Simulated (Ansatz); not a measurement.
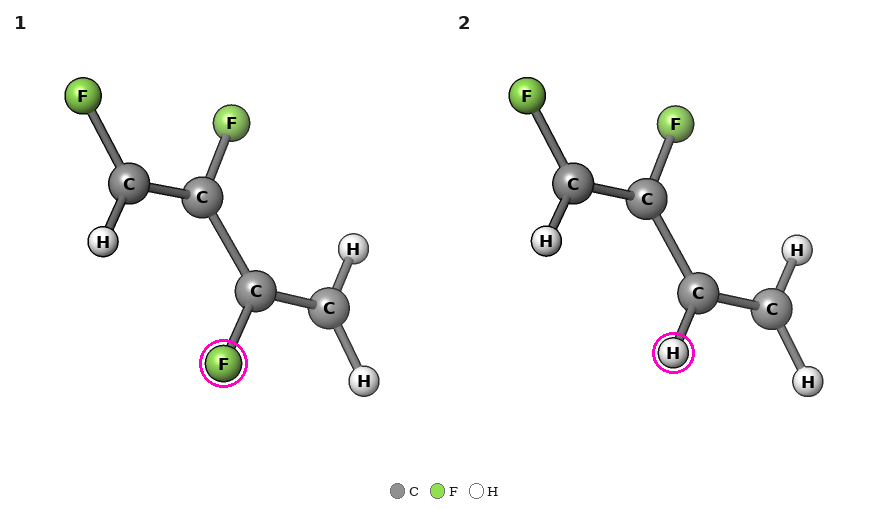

2 molecules with one skeleton, seen from the same side and at one scale; the atom that differs is circled. Each species is neutral and a spin singlet. Computed geometries: PBE0-D4/def2-TZVP optimisations, one conformation each. Properties computed with Ansatz 0.2.0.

One atom differs, called X below: F in panel 1, H in panel 2. Their formulas are C4H3F3 (`C=C(F)/C(F)=C/F`), C4H4F2 (`C=C/C(F)=C/F`).

In which is the length of X–C larger (PBE0-D4/def2-TZVP)?

In panel 1 (X = F).

In which is the HOMO energy (Kohn–Sham orbital) higher (r2SCAN-D4/def2-TZVPP)?

In panel 2 (X = H).

Give the values. With PBE0-D4/def2-TZVP: length of X–C (Å), smallest angle X–C–C (°), largest angle X–C–C (°), dipole moment (D). With r2SCAN-D4/def2-TZVPP: HOMO energy (Kohn–Sham orbital) (eV), HOMO–LUMO gap (eV).

```
                            quantity  1 (F)  2 (H)   2 − 1
                   length of X–C (Å)  1.341  1.085  −0.256
            smallest angle X–C–C (°)  112.6  115.3    +2.7
             largest angle X–C–C (°)  121.1  120.7    −0.4
                   dipole moment (D)   1.13   2.29   +1.16
HOMO energy (Kohn–Sham orbital) (eV)  −6.22  −5.96   +0.26
                  HOMO–LUMO gap (eV)   4.30   4.20   −0.10
```
